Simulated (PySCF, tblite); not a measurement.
# C3H8BFSi: geometry, infrared bands and NMR shifts

What infrared bands and NMR shifts should C3H8BFSi (`B[Si@@H]1CC[C@@H]1F`) show?

Programs: tblite 0.8.0 and PySCF 2.14.0, with density-fitted response routines of our own. Each step states its level of theory. These are calculated values for one molecule in the gas phase, unless marked as measured. Atoms are numbered from 0 throughout.

## (1) Starting geometry

14 atoms, charge 0, multiplicity 1; geometry from: force field or distance geometry start.

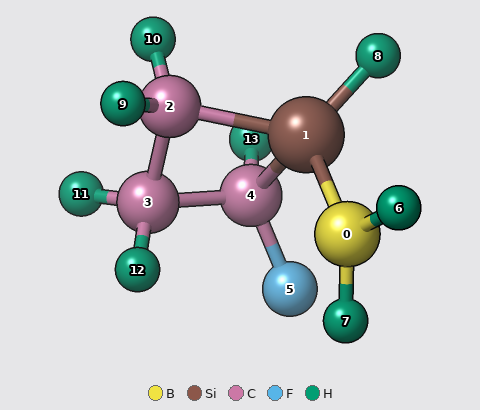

As it starts; boron yellow, silicon brown, carbon pink, fluorine blue, hydrogen teal, atoms numbered.

## (2) Optimising the geometry with GFN2-xTB

What the job is given:

```
{"job": {"kind": "relax", "xc": "GFN2-xTB", "basis": "xTB"}, "charge": 0, "multiplicity": 1}
B      2.200900     0.172800     0.472500
Si     0.673500     0.493400    -0.665200
C     -0.895200     0.989400     0.149800
C     -1.201800    -0.412900     0.590400
C     -0.527800    -0.927300    -0.634100
F      0.030000    -2.163300    -0.444800
H      3.147200     0.886700     0.386500
H      2.343000    -0.879600     0.965300
H      0.937500     0.965300    -2.001300
H     -0.864400     1.664200     1.018800
H     -1.677700     1.326600    -0.574000
H     -2.284900    -0.582400     0.693300
H     -0.685900    -0.684100     1.542100
H     -1.195200    -0.849300    -1.521400
```

Launch:

```sh
$ OMP_NUM_THREADS=1 python probes_run.py task.json out
```

This one command runs all jobs of the session in turn.

What it wrote:

```text
step      E/eV     max force
  0    -492.88091    3.791
  1    -493.13952    1.236
  2    -493.24941    1.040
  3    -493.39568    0.657
  4    -493.43779    0.497
  5    -493.46766    0.349
  6    -493.48291    0.293
  7    -493.49468    0.261
  8    -493.50311    0.232
  9    -493.50979    0.247
 10    -493.51486    0.252
 11    -493.52045    0.209
 12    -493.52735    0.260
 13    -493.53420    0.212
 14    -493.53944    0.189
 15    -493.54310    0.150
 16    -493.54624    0.163
 17    -493.54997    0.155
 18    -493.55421    0.191
 19    -493.55865    0.190
 20    -493.56340    0.225
 21    -493.56850    0.264
 22    -493.57284    0.176
 23    -493.57567    0.119
 24    -493.57770    0.108
 25    -493.58005    0.173
 26    -493.58337    0.217
 27    -493.58800    0.203
 28    -493.59264    0.158
 29    -493.59543    0.126
 30    -493.59770    0.129
 31    -493.60019    0.100
 32    -493.60163    0.095
 33    -493.60255    0.082
 34    -493.60342    0.093
 35    -493.60450    0.094
 36    -493.60556    0.085
 37    -493.60632    0.087
 38    -493.60684    0.064
 39    -493.60722    0.047
 40    -493.60761    0.062
 41    -493.60808    0.065
 42    -493.60869    0.083
 43    -493.60945    0.086
 44    -493.61029    0.070
 45    -493.61115    0.101
 46    -493.61192    0.083
 47    -493.61263    0.068
 48    -493.61338    0.061
 49    -493.61434    0.104
 50    -493.61550    0.140
 51    -493.61672    0.127
 52    -493.61792    0.079
 53    -493.61896    0.079
 54    -493.61980    0.065
 55    -493.62043    0.050
 56    -493.62075    0.041
 57    -493.62093    0.048
 58    -493.62110    0.041
 59    -493.62133    0.030
 60    -493.62144    0.030
 61    -493.62163    0.031
 62    -493.62190    0.041
 63    -493.62231    0.051
 64    -493.62271    0.051
 65    -493.62299    0.045
 66    -493.62324    0.047
 67    -493.62363    0.060
 68    -493.62418    0.073
 69    -493.62493    0.066
 70    -493.62564    0.112
 71    -493.62646    0.092
 72    -493.62745    0.083
 73    -493.62897    0.068
 74    -493.62974    0.115
 75    -493.62954    0.180
 76    -493.63076    0.088
 77    -493.63117    0.081
 78    -493.63184    0.086
 79    -493.63199    0.036
 80    -493.63220    0.029
 81    -493.63244    0.032
 82    -493.63253    0.032
 83    -493.63265    0.033
 84    -493.63278    0.030
 85    -493.63296    0.022
 86    -493.63311    0.023
 87    -493.63321    0.021
 88    -493.63330    0.019
 89    -493.63339    0.019
 90    -493.63352    0.023
 91    -493.63369    0.028
 92    -493.63387    0.033
 93    -493.63399    0.040
 94    -493.63421    0.032
 95    -493.63444    0.033
 96    -493.63471    0.033
 97    -493.63493    0.028
 98    -493.63516    0.034
 99    -493.63539    0.037
100    -493.63564    0.033
101    -493.63584    0.041
102    -493.63587    0.113
103    -493.63607    0.042
104    -493.63624    0.041
105    -493.63632    0.031
106    -493.63645    0.022
107    -493.63650    0.036
108    -493.63660    0.040
109    -493.63669    0.039
110    -493.63678    0.025
111    -493.63682    0.013
112    -493.63686    0.013
113    -493.63690    0.016
114    -493.63695    0.017
115    -493.63700    0.016
116    -493.63703    0.013
117    -493.63706    0.012
118    -493.63709    0.015
119    -493.63713    0.014
120    -493.63717    0.012
121    -493.63720    0.014
122    -493.63723    0.016
123    -493.63728    0.022
124    -493.63734    0.021
125    -493.63738    0.012
126    -493.63740    0.009
```

Run time: 0.55 s. Hardware: 1 thread of Arm Neoverse V2, shared host.

The steps of the relaxation: (not every step is listed)

| step | energy from step 0 (eV) | largest force (eV/Å) |
| --- | --- | --- |
| 0 | 0.0000 | 3.7909 |
| 1 | -0.2586 | 1.2356 |
| 2 | -0.3685 | 1.0402 |
| 3 | -0.5148 | 0.6571 |
| 4 | -0.5569 | 0.4967 |
| 5 | -0.5868 | 0.3488 |
| 6 | -0.6020 | 0.2928 |
| 7 | -0.6138 | 0.2610 |
| 8 | -0.6222 | 0.2315 |
| 19 | -0.6777 | 0.1896 |
| 30 | -0.7168 | 0.1286 |
| 41 | -0.7272 | 0.0654 |
| 52 | -0.7370 | 0.0786 |
| 63 | -0.7414 | 0.0512 |
| 74 | -0.7488 | 0.1146 |
| 85 | -0.7521 | 0.0220 |
| 96 | -0.7538 | 0.0326 |
| 107 | -0.7556 | 0.0364 |
| 118 | -0.7562 | 0.0151 |
| 121 | -0.7563 | 0.0145 |
| 122 | -0.7563 | 0.0158 |
| 123 | -0.7564 | 0.0220 |
| 124 | -0.7564 | 0.0207 |
| 125 | -0.7565 | 0.0120 |
| 126 | -0.7565 | 0.0093 |

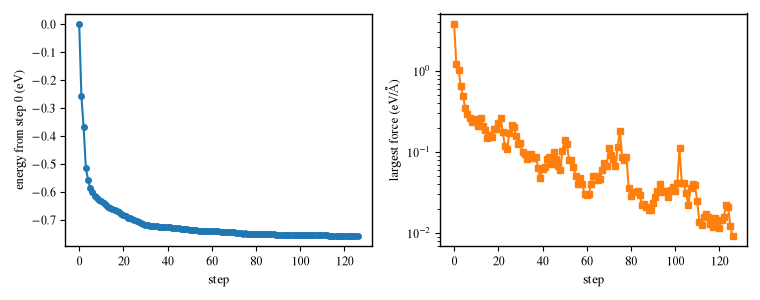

Energy and force, step by step.

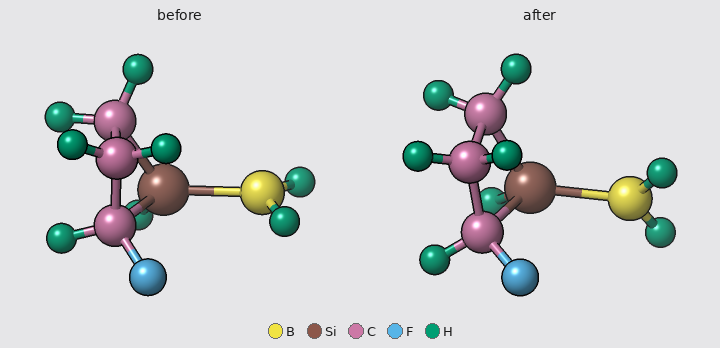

The geometry before (left) and after (right).

Distances of close pairs at the start and the end, largest changes first:

| bond | before (Å) | after (Å) | change (Å) |
| --- | --- | --- | --- |
| Si1–C2 | 1.836 | 1.931 | +0.095 |
| Si1–C4 | 1.861 | 1.956 | +0.095 |
| C3–C4 | 1.489 | 1.530 | +0.040 |
| C2–C3 | 1.502 | 1.539 | +0.037 |
| Si1–H8 | 1.441 | 1.477 | +0.036 |
| C2–H10 | 1.118 | 1.088 | -0.030 |
| C3–H12 | 1.116 | 1.089 | -0.027 |
| C4–H13 | 1.113 | 1.092 | -0.021 |

The end geometry stands in the next job.

## (3) Vibrational analysis with GFN2-xTB

What the job is given:

```
{"job": {"kind": "ir", "xc": "GFN2-xTB", "basis": "xTB"}, "charge": 0, "multiplicity": 1}
B      2.359079     0.218238     0.333893
Si     0.701625     0.551090    -0.625290
C     -0.885207     1.039548     0.361507
C     -1.366535    -0.421230     0.414505
C     -0.458951    -1.023146    -0.659982
F      0.098687    -2.236772    -0.283044
H      3.385359     0.189418    -0.224240
H      2.370205     0.001604     1.482490
H      0.674882     1.178320    -1.962414
H     -0.766143     1.490321     1.343895
H     -1.575313     1.664489    -0.200729
H     -2.431229    -0.554587     0.224639
H     -1.133459    -0.877305     1.375691
H     -0.973680    -1.220460    -1.603088
```

What it wrote:

```text
mode    cm-1     km/mol
  1      71.0      0.73
  2      89.1      0.58
  3     125.0      1.15
  4     170.9      2.00
  5     285.9     16.29
  6     391.7     11.80
  7     481.3     15.19
  8     551.7     25.88
  9     594.5     58.24
 10     633.8     81.23
 11     652.1     11.49
 12     697.2     50.58
 13     725.5     20.80
 14     747.9     47.87
 15     767.0     41.08
 16     878.3     40.68
 17     964.0      9.38
 18    1030.5     20.38
 19    1055.6     74.80
 20    1070.0     10.83
 21    1161.6     23.13
 22    1181.6     36.11
 23    1185.2      1.37
 24    1215.0      1.08
 25    1267.0      1.94
 26    1303.0     17.30
 27    1472.1      0.82
 28    1488.9      1.28
 29    2151.9    392.51
 30    2651.5     55.97
 31    2686.4     93.45
 32    2938.2     39.43
 33    2986.4     36.92
 34    3003.7     26.51
 35    3016.0     56.72
 36    3018.0     24.58
```

It took 0.3 s on 1 thread of Arm Neoverse V2, shared host.

Which atoms move in the most intense modes:

| cm⁻¹ | km/mol | atoms |
| --- | --- | --- |
| 594 | 58.2 | H8 56 %, H7 11 % |
| 634 | 81.2 | C4 32 %, H8 21 %, Si1 15 % |
| 697 | 50.6 | H7 31 %, H8 27 %, B0 23 %, H6 11 % |
| 1056 | 74.8 | C4 35 %, H13 24 %, H11 15 %, F5 12 % |
| 2152 | 392.5 | H8 97 % |
| 2652 | 56.0 | H7 56 %, H6 40 % |
| 2686 | 93.5 | H6 53 %, H7 36 %, B0 11 % |
| 3016 | 56.7 | H12 51 %, H10 41 % |

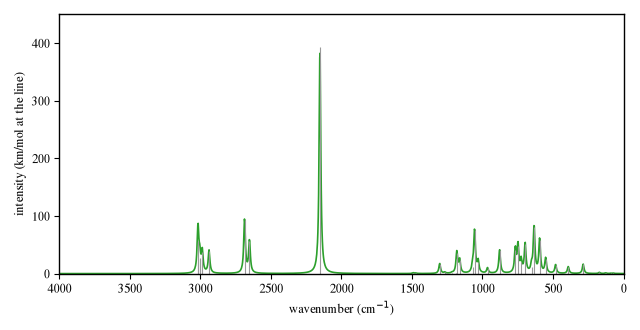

The infrared spectrum from these modes, unscaled. Lines are broadened to a width of 14 cm⁻¹ (Lorentzian).

## (4) NMR shieldings: PBE0/pcSseg-1

Same as in step 3 but for these lines:

```diff
@@ -1,2 +1,2 @@
-{"job": {"kind": "ir", "xc": "GFN2-xTB", "basis": "xTB"}, "charge": 0, "multiplicity": 1}
+{"job": {"kind": "nmr", "xc": "PBE0", "basis": "pcSseg-1"}, "charge": 0, "multiplicity": 1}
 B      2.359079     0.218238     0.333893
```

Method: GIAO PBE0/pcSseg-1 NMR shielding, non-relativistic, gas phase.

What it wrote:

```text
coarse grid: 12016 points
cycle   1  E = -532.7117233778  dE =  4.710e-01  |g| = 5.108e-01  |ddm| = 3.277e+00
cycle   2  E = -532.6812418664  dE =  3.048e-02  |g| = 6.824e-01  |ddm| = 8.810e-01
cycle   3  E = -532.7638413852  dE = -8.260e-02  |g| = 4.245e-02  |ddm| = 5.178e-01
cycle   4  E = -532.7640732548  dE = -2.319e-04  |g| = 2.441e-02  |ddm| = 4.453e-02
cycle   5  E = -532.7641946780  dE = -1.214e-04  |g| = 6.664e-03  |ddm| = 2.472e-02
cycle   6  E = -532.7642058086  dE = -1.113e-05  |g| = 1.726e-03  |ddm| = 8.327e-03
cycle   7  E = -532.7642066908  dE = -8.822e-07  |g| = 3.401e-04  |ddm| = 1.969e-03
final grid: 111344 points
cycle   8  E = -532.8055905348  dE = -3.437e-05  |g| = 7.643e-03  |ddm| = 2.523e-02
cycle   9  E = -532.8055783122  dE =  1.222e-05  |g| = 1.083e-02  |ddm| = 1.485e-02
cycle  10  E = -532.8056048472  dE = -2.653e-05  |g| = 1.042e-03  |ddm| = 8.839e-03
cycle  11  E = -532.8056051104  dE = -2.633e-07  |g| = 2.341e-04  |ddm| = 1.163e-03
cycle  12  E = -532.8056051208  dE = -1.034e-08  |g| = 7.320e-05  |ddm| = 2.376e-04
cycle  13  E = -532.8056051221  dE = -1.335e-09  |g| = 1.831e-05  |ddm| = 9.029e-05
cycle  14  E = -532.8056051222  dE = -9.732e-11  |g| = 4.202e-06  |ddm| = 2.471e-05
converged SCF energy = -532.8056051222

GIAO shielding tensors (ppm)
atom      isotropic    diamagn.    paramagn.     s11        s22        s33       span
  0 B      -15.650     195.827    -211.477   -139.125    -58.087    150.262    289.387
  1 Si     379.454     879.806    -500.352    348.816    378.042    411.504     62.688
  2 C      186.938     252.757     -65.819    172.388    191.412    197.015     24.627
  3 C      149.957     251.940    -101.984    124.419    149.625    175.825     51.405
  4 C       91.600     246.790    -155.190     45.036     75.852    153.913    108.878
  5 F      372.826     473.856    -101.029    308.473    386.594    423.411    114.938
  6 H       20.915      28.786      -7.871      8.105     26.379     28.261     20.157
  7 H       20.785      29.562      -8.777      6.934     26.991     28.429     21.495
  8 H       26.530      28.704      -2.174     23.542     24.408     31.640      8.098
  9 H       30.407      30.867      -0.461     25.987     28.073     37.160     11.173
 10 H       30.768      30.839      -0.071     27.263     27.779     37.263     10.000
 11 H       28.557      30.364      -1.807     24.610     26.841     34.219      9.609
 12 H       28.626      31.469      -2.843     25.528     27.916     32.434      6.905
 13 H       26.187      30.154      -3.967     23.349     26.212     29.000      5.650
```

Run time: 22 s. Hardware: 1 thread of Arm Neoverse V2, shared host; peak memory 0.8 GiB.

The references, computed at this level on geometries of the same kind, shield at (ppm): ¹H TMS 31.72, ¹³C TMS 186.9, ²⁹Si TMS 349.2, ¹⁹F CFCl3 170.9, ¹¹B BF3·OEt2 100.1. Their shielding less the atom's gives the shift. The references are single molecules in the gas phase, so shifts against H2O, NH3, PH3, H3PO4 or CFCl3 are not on the usual liquid scales and can be off by tens of ppm. Atoms listed in one row are averaged.

| atoms | environment | σ (ppm) | δ (ppm) | δ scaled to CDCl3 |
| --- | --- | --- | --- | --- |
| C4 | sp3 CH bonded to F and Si | 91.6 | 95.3 | 91.1 |
| C3 | sp3 CH2 in a ring | 150.0 | 37.0 | 34.2 |
| C2 | sp3 CH2 bonded to Si | 186.9 | 0.0 | -1.9 |
| H6, H7 | hydrogen on a boron bonded to Si | 20.85 | 10.87 | – |
| H13 | hydrogen on an sp3 CH bonded to F and Si | 26.19 | 5.53 | 5.32 |
| H8 | hydrogen on a silicon bonded to 2 C, B, in a 4-membered ring | 26.53 | 5.19 | – |
| H11 | hydrogen on an sp3 CH2 in a ring | 28.56 | 3.16 | 3.08 |
| H12 | hydrogen on an sp3 CH2 in a ring | 28.63 | 3.09 | 3.02 |
| H9 | hydrogen on an sp3 CH2 bonded to Si | 30.41 | 1.31 | 1.34 |
| H10 | hydrogen on an sp3 CH2 bonded to Si | 30.77 | 0.95 | 1.00 |
| B0 | boron bonded to Si, 2 H | -15.6 | 115.7 | – |
| Si1 | silicon bonded to 2 C, B, H, in a 4-membered ring | 379.5 | -30.3 | – |
| F5 | fluorine on an sp3 carbon | 372.8 | -201.9 | – |

The scaled column applies a straight-line fit of computed shieldings to shifts measured in CDCl3, and one for carbons that bear F (root-mean-square error 0.16 ppm for H, 1.9 ppm for C).

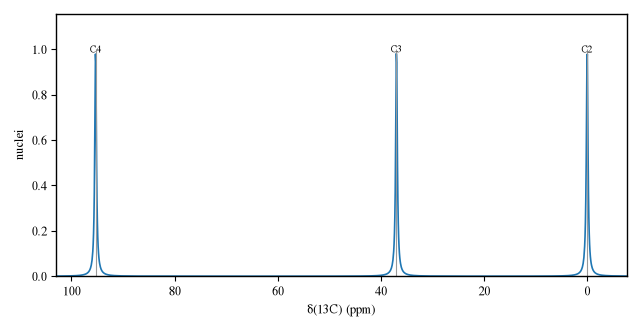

¹³C lines at the computed shifts, without couplings. Lines are broadened to a width of 0.38 ppm (Lorentzian).

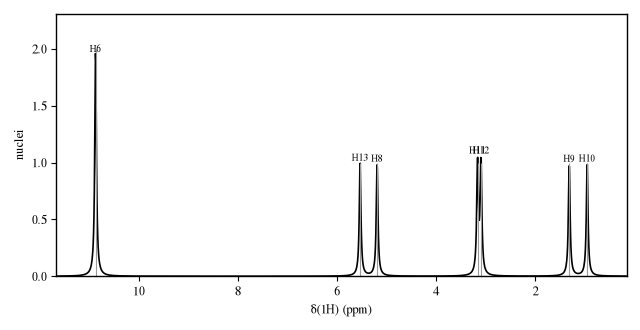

¹H lines at the computed shifts, without couplings. Lines are broadened to a width of 0.04 ppm (Lorentzian).

Charges from the same density, by scheme (e):

| atoms | Mulliken | IAO | Hirshfeld | ESP fit |
| --- | --- | --- | --- | --- |
| B0 | -0.13 | -0.20 | 0.09 | 0.31 |
| Si1 | 0.57 | 0.68 | 0.28 | 0.22 |
| C2 | -0.53 | -0.53 | -0.16 | -0.27 |
| C3 | -0.21 | -0.27 | -0.08 | -0.03 |
| C4 | -0.06 | -0.04 | -0.01 | 0.09 |
| F5 | -0.34 | -0.33 | -0.14 | -0.28 |

Hirshfeld charges:

B0 0.09; Si1 0.28; C2 -0.16; C3 -0.08; C4 -0.01; F5 -0.14; H6 -0.05; H7 -0.05; H8 -0.08; H9 0.03; H10 0.04; H11 0.04; H12 0.04; H13 0.04

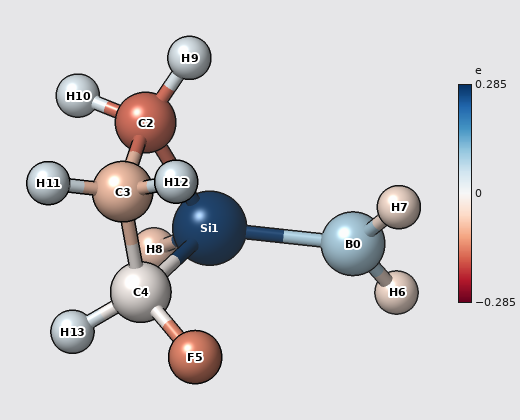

Hirshfeld charges, as colours on the atoms.

Mayer bond orders: B0–Si1 1.01, Si1–C2 0.92, C2–C3 1.01, C3–C4 0.99, C4–F5 0.85, C4–Si1 0.86.

Ring of atoms Si1, C2, C3, C4: NICS(0) 0.9, NICS(1) -0.4, NICS(1)zz 4.0 ppm (means of both faces; NICS(1) differs between them: -2.1 and 1.3).

The fields below are evaluated on a grid from the run's orbitals.

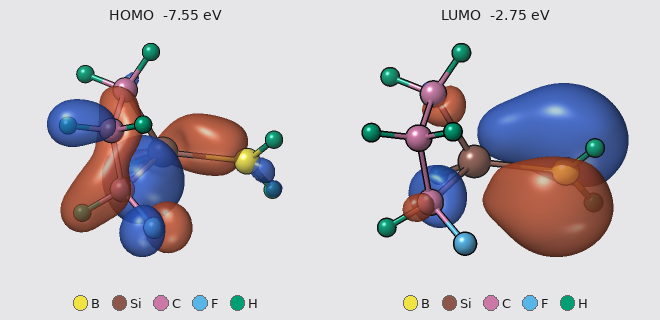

PBE0/pcSseg-1 orbitals near the gap, drawn at the value that encloses 70 % of each; the two colours are the two signs.

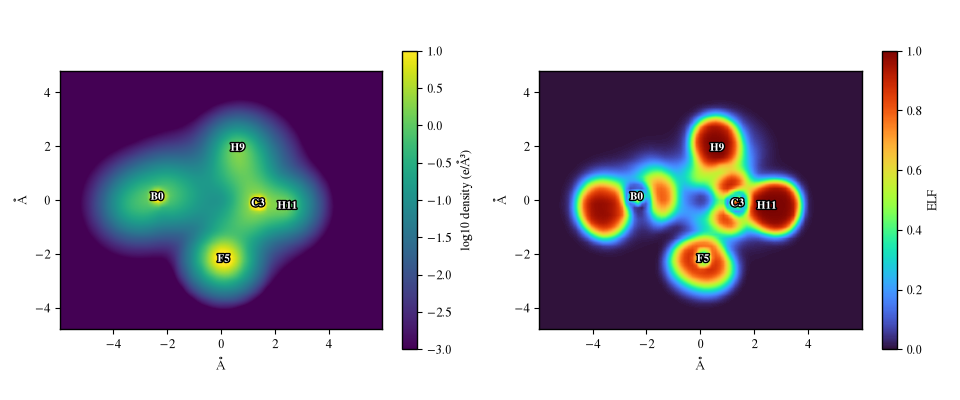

Density (left) and ELF (right) in a plane through or near 5 of the atoms.

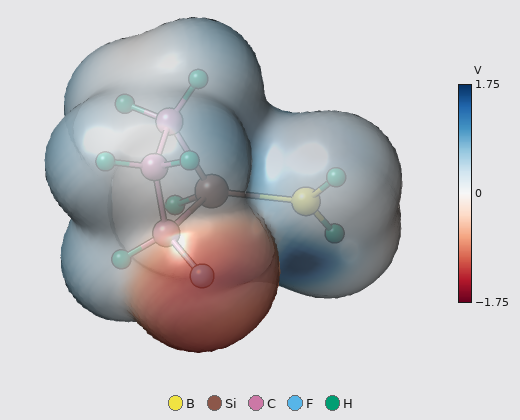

The potential that a unit positive charge feels on the 0.002 e/bohr³ surface, from -1.15 V near F5 to 1.75 V near B0.

## (5) What came out

```
                                                              quantity                                          value
                             strongest single infrared mode (GFN2-xTB)                          2152 cm⁻¹, 393 km/mol
                                          zero-point energy (GFN2-xTB)                                  63.9 kcal/mol
                                ¹³C shifts against TMS (PBE0/pcSseg-1)                            95.3, 37.0, 0.0 ppm
¹H shifts against TMS (PBE0/pcSseg-1, means over atoms taken as alike)  10.87, 5.53, 5.19, 3.16, 3.09, 1.31, 0.95 ppm
                           ¹¹B shifts against BF3·OEt2 (PBE0/pcSseg-1)                                      115.7 ppm
                               ²⁹Si shifts against TMS (PBE0/pcSseg-1)                                      -30.3 ppm
                              ¹⁹F shifts against CFCl3 (PBE0/pcSseg-1)                                     -201.9 ppm
                                 surface potential, least and greatest                             -1.15 V and 1.75 V
```

Over 126 steps the energy fell by 0.756 eV; of the close pairs, Si1–C2 changed most, 1.836 to 1.931 Å. All 36 modes are real, so the xTB geometry is a minimum. The strongest single mode, at 2152 cm⁻¹, moves mainly H8. Unscaled tight-binding wavenumbers are off by several per cent, some by more. Its intensities can rank the bands wrongly. At PBE0/pcSseg-1: Shielding is most anisotropic at B0 (span 289 ppm, paramagnetic term -211 ppm). By nearest atom (PBE0/pcSseg-1), the HOMO sits on C4 29 %; Si1 18 % and the LUMO on B0 52 %; H6, H7 about 12 % each.
